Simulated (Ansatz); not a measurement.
**Fields on a plane of CdSe (zinc blende)**

```yaml
crystal:
  lattice:
    - [0.00000, 3.09822, 3.09822]
    - [3.09822, 0.00000, 3.09822]
    - [3.09822, 3.09822, 0.00000]
  atoms:
    - { symbol: Se, position: [0.75000, 0.75000, 0.75000] }
    - { symbol: Cd, position: [0.00000, 0.00000, 0.00000] }
```

The slice is a {100} plane (indices of the conventional cell) through the point (0.000, 0.000, 0.000) (fractional), spanned by u = [100] and v = [0 1 -1] in vectors of this cell: u (4.38 Å) and v (4.38 Å, at 90° to u). It covers one period; positions are fractions (u, v).

Atoms on it: Cd at (0.00, 0.00).

Method: PBE (plane waves to 420 eV, PAW, scalar-relativistic; Ansatz, a first-principles code). k mesh 9×9×9. These are valence fields of a PAW run, semicore shells included where kept as valence: close to a nucleus they are smooth pseudo fields. CdSe was relaxed with its symmetry unable to fall. The PAW data are Ansatz's earlier set.

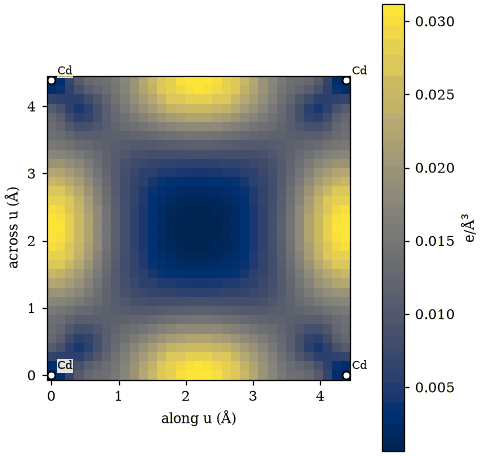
Fig. 1. Density of the highest valence band (whole band, smooth part) in e/Å³, one period of the plane, atoms marked. 

```
|99998765443333333333333445678999|
|99988765443333333333333445678899|
|99887655433333333333333345567889|
|88877654433333322233333344567788|
|77766544333322222222233334456677|
|66655443332222222222222333445566|
|55554433322222222222222233344555|
|44444333222222221122222223334444|
|44433332222111111111122222333344|
|33333322221111111111111222233333|
|33333322211111111111111222233333|
|33333222211111000001111122223333|
|33333222211110000000111122223333|
|33333222211100000000011122223333|
|33332222211100000000011122222333|
|33333222111100000000011112223333|
|33332222211100000000011122222333|
|33333222211100000000011122223333|
|33333222211110000000111122223333|
|33333222211111000001111122223333|
|33333322211111111111111222233333|
|33333322221111111111111222233333|
|44433332222111111111122222333344|
|44444333222222221122222223334444|
|55554433322222222222222233344555|
|66655443332222222222222333445566|
|77766544333322222222233334456677|
|88877654433333322233333344567788|
|99887655433333333333333345567889|
|99988765443333333333333445678899|
|99998765443333333333333445678999|
|99998765443333333333333445678999|
```
Scale: ten equal steps from -2.18 (start of '0') to 1.43 (end of '9'), in the order '0123456789'. Values: log₁₀ of the valence density in e/Å³. The map has 32 points along u (one character each, u = 0 at the left) and 32 along v (v = 0 in the bottom row). The scale is logarithmic, as a density can span decades between atoms and voids.
